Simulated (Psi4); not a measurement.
# BN2H5 (SMILES NBN) at wB97X/6-311+G(d,p)

What is the vertical electron affinity of BN2H5 at wB97X/6-311+G**? 

The results are computed with Psi4 1.11.

2 further runs of the same task are left out: 2 set aside as unsound or not needed. Runs told in other sessions of the task aren't counted.

## Step 1: Starting point

BN2H5 has 8 atoms, charge 0, and is taken as a singlet. As SMILES, `NBN`. Geometry: relaxed at PBE0-D4/def2-TZVP.

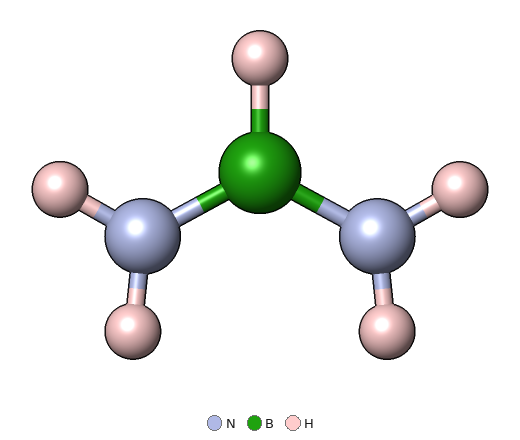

The structure, seen from a chosen angle (nitrogen light blue, boron green, hydrogen pink).

## Step 2: A single-point energy at wB97X/6-311+G(d,p)

bh5n2.xyz

```xyz
8
BH5N2
N     -0.971000     0.516500    -0.581100
B      0.194200     0.386600     0.200500
N      0.848200    -0.845200     0.401400
H     -1.426800    -0.244500    -1.053400
H     -1.423900     1.400900    -0.713700
H      0.649700     1.368600     0.718000
H      1.676700    -0.919800     0.960900
H      0.545000    -1.720300     0.011600
```

bh5n2.py

```python
import psi4

psi4.set_memory(1600000000)
psi4.set_num_threads(1)
psi4.core.set_output_file('bh5n2.out', False)

with open('bh5n2.xyz') as f:
    atoms = ''.join(f.readlines()[2:])
geom = psi4.geometry('0 1\n' + atoms + 'symmetry c1\nno_reorient\nno_com')

psi4.set_options({
    'basis': '6-311+G**',
    'puream': True,
    'e_convergence': 1e-09,
    'd_convergence': 1e-08,
    'scf_type': 'pk',
    'dft_radial_points': 99,
    'dft_spherical_points': 590,
})

result = psi4.energy('wb97x')
print(f'total energy {result:.8f} hartree = {result * 27.211386:.5f} eV')
```

On the command line:

```bash
$ python bh5n2.py
```

bh5n2.out:

```text
[...]
  Running in c1 symmetry.
[...]
  Nuclear repulsion =   68.852594815844668
[...]
  Multiplicity = 1
[...]
  Nalpha       = 12
  Nbeta        = 12
[...]
    Number of basis functions: 96
[...]
   @RKS iter   1:  -137.12956752174603   -5.50861e-01   9.25467e-03 DIIS/ADIIS
[...]
   @RKS iter  11:  -137.45319786314832   -2.67164e-12   2.88483e-09 DIIS
[...]
    Orbital Energies [Eh]
    ---------------------
    Doubly Occupied:
       1A    -14.365272     2A    -14.365256     3A     -6.815640
       4A     -0.993649     5A     -0.961986     6A     -0.639384
       7A     -0.624625     8A     -0.596114     9A     -0.531580
      10A     -0.438666    11A     -0.422021    12A     -0.344396
[...]
  @RKS Final Energy:  -137.45319786314832
   => Energetics <=
    Nuclear Repulsion Energy =             68.8525948158446681
    One-Electron Energy =                -321.3895976694509500
    Two-Electron Energy =                 128.7403569702191533
    DFT Exchange-Correlation Energy =     -13.6565519797611721
    Empirical Dispersion Energy =           0.0000000000000000
    VV10 Nonlocal Energy =                  0.0000000000000000
    Total Energy =                       -137.4531978631482900
[...]
 Multipole Moments:
 ------------------------------------------------------------------------------------
     Multipole            Electronic (a.u.)      Nuclear  (a.u.)        Total (a.u.)
 ------------------------------------------------------------------------------------
 L = 1.  Multiply by 2.5417464519 to convert [e a0] to [Debye]
 Dipole X            :         -0.4479165            0.2496328           -0.1982837
 Dipole Y            :          0.4853295           -0.9127377           -0.4274082
 Dipole Z            :          0.4023182           -0.6273891           -0.2250709
 Magnitude           :                                                    0.5221600
[...]
```

Standard output:

```text
total energy -137.45319786 hartree = -3740.29202 eV
```

Wall time 31 s (1 thread of Intel Xeon Platinum 8259CL at 2.50GHz (Skylake/Cascade Lake), shared host); peak memory 0.84 GiB.

## Step 3: The doublet anion: energy and forces at U-wB97X/6-311+G(d,p)

run.py

```python
import psi4

psi4.set_memory('1600 MB')
psi4.set_num_threads(1)
psi4.core.set_output_file('run.log', False)

geom = psi4.geometry("""
-1 2
N     -0.971000     0.516500    -0.581100
B      0.194200     0.386600     0.200500
N      0.848200    -0.845200     0.401400
H     -1.426800    -0.244500    -1.053400
H     -1.423900     1.400900    -0.713700
H      0.649700     1.368600     0.718000
H      1.676700    -0.919800     0.960900
H      0.545000    -1.720300     0.011600
units angstrom
symmetry c1
no_reorient
no_com
""")

options = {'basis': '6-311+G**', 'reference': 'uks', 'puream': True, 'e_convergence': 1e-09, 'd_convergence': 1e-08, 'scf_type': 'pk', 'dft_radial_points': 99, 'dft_spherical_points': 590, 'maxiter': 100}
psi4.set_options(options)

e, wfn = psi4.gradient('wb97x', molecule=geom, return_wfn=True)
psi4.oeprop(wfn, 'QUADRUPOLE', 'MULLIKEN_CHARGES', 'DIPOLE', title='WB97X')
print('gradient / Eh bohr^-1')
print(e.np.round(6))
print(f'energy = {wfn.energy():.10f} Eh')
```

On the command line:

```bash
$ python run.py
```

run.log, cut to the lines that bear on the results:

```text
[...]
  Running in c1 symmetry.
[...]
  Nuclear repulsion =   68.852594815844668
[...]
  Multiplicity = 2
[...]
  Nalpha       = 13
  Nbeta        = 12
[...]
    Number of basis functions: 96
[...]
   @UKS iter   1:  -136.75413205184091   -1.75425e-01   1.12575e-02 DIIS/ADIIS
[...]
   @UKS iter  16:  -137.40350932794141   -3.43903e-12   4.24792e-09 DIIS
[...]
   @S^2 Observed:                7.505712108E-01
[...]
  @UKS Final Energy:  -137.40350932794141
   => Energetics <=
    Nuclear Repulsion Energy =             68.8525948158446681
    One-Electron Energy =                -324.9149663581108598
    Two-Electron Energy =                 132.3246549461809707
    DFT Exchange-Correlation Energy =     -13.6657927318561718
    Empirical Dispersion Energy =           0.0000000000000000
    VV10 Nonlocal Energy =                  0.0000000000000000
    Total Energy =                       -137.4035093279413786
  UHF NO Occupations:
  HONO-2 :   11  A 1.9999272
  HONO-1 :   12  A 1.9998549
[...]
  -Total Gradient:
     Atom            X                  Y                   Z
    ------   -----------------  -----------------  -----------------
       1        0.000331276640    -0.004574661596    -0.000706902206
       2        0.003455937231     0.007412728156     0.003912360470
       3       -0.003412794463    -0.001951286562    -0.002766322328
       4       -0.001036460382     0.003332725861    -0.000035504789
       5        0.001563072685    -0.002788284048     0.000512415708
       6       -0.001134279431    -0.002437397990    -0.001285008045
       7       -0.002619263508     0.000389284025    -0.001736856186
       8        0.002830651961     0.000569578348     0.002080849488
[...]
 Multipole Moments:
 ------------------------------------------------------------------------------------
     Multipole            Electronic (a.u.)      Nuclear  (a.u.)        Total (a.u.)
[...]
```

Standard output:

```text
gradient / Eh bohr^-1
[[ 3.310e-04 -4.575e-03 -7.070e-04]
 [ 3.456e-03  7.413e-03  3.912e-03]
 [-3.413e-03 -1.951e-03 -2.766e-03]
 [-1.036e-03  3.333e-03 -3.600e-05]
 [ 1.563e-03 -2.788e-03  5.120e-04]
 [-1.134e-03 -2.437e-03 -1.285e-03]
 [-2.619e-03  3.890e-04 -1.737e-03]
 [ 2.831e-03  5.700e-04  2.081e-03]]
energy = -137.4035093279 Eh
```

It took 73 s on 1 thread of Intel Xeon Platinum 8259CL at 2.50GHz (Skylake/Cascade Lake), shared host; peak memory 0.84 GiB.

## Step 4: Outcome

At wB97X/6-311+G**:

```
                                         quantity          value
                      singlet BN2H5: total energy  -137.45320 Eh
                     singlet BN2H5: dipole moment         1.33 D
                       singlet BN2H5: HOMO energy       -9.37 eV
                       singlet BN2H5: LUMO energy        1.67 eV
                     singlet BN2H5: HOMO–LUMO gap       11.04 eV
                      doublet anion: total energy  -137.40351 Eh
doublet anion: HOMO energy (highest over α and β)        1.25 eV
 doublet anion: LUMO energy (lowest over α and β)        4.37 eV
                              doublet anion: ⟨S²⟩          0.751
          doublet anion: largest force on an atom     0.466 eV/Å
vertical electron affinity (to the doublet anion)      -1.352 eV
```

The anion lies 1.35 eV (31 kcal/mol) above the neutral: the electron isn't bound at this level, and such a value depends on the basis. Mulliken charges (doublet anion) run from -2.22 on B2 to +0.43 on N3; in a basis this large or diffuse they mean little. The HOMO (doublet anion) lies at positive energy, 1.25 eV, from the functional's self-interaction, a short basis or an electron that isn't bound; only total energies against the neutral tell.
